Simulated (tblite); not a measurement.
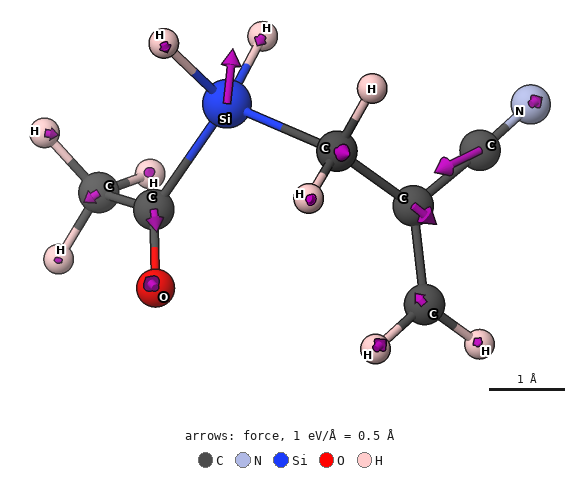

Starting geometry of C$_{6}$H$_{9}$NOSi with the computed forces as purple arrows. Style: ball-and-stick. Shown at a tilt.

Computed with GFN2-xTB geometry optimisation, gas phase in tblite 0.8.0. 

> Is this structure relaxed? If not, where do the atoms go?

It isn't relaxed: the largest force vector, on a C atom, is 1.71 eV/Å. The final displacements have little in common with the starting forces (cosine between the two patterns 0.18). After 82 geometry steps the energy has fallen by 3.42 kcal/mol. The largest move after the best rigid fit is that of an H atom, 0.24 Å. By element the largest moves are H 0.24 Å, O 0.22 Å, C 0.17 Å, N 0.13 Å, Si 0.12 Å. Among the contacts that change: C–Si 1.886 → 1.933 Å, C–C 1.449 → 1.416 Å, C–Si 1.884 → 1.911 Å, H–Si 1.489 → 1.463 Å. Bond angles that change, for instance: C–C–Si 115.9° → 111.1°, C–Si–C 110.8° → 106.0°, H–Si–H 106.7° → 111.2°. Cost: 0.54 s on 1 thread of Arm Neoverse V2, with other jobs on the host.
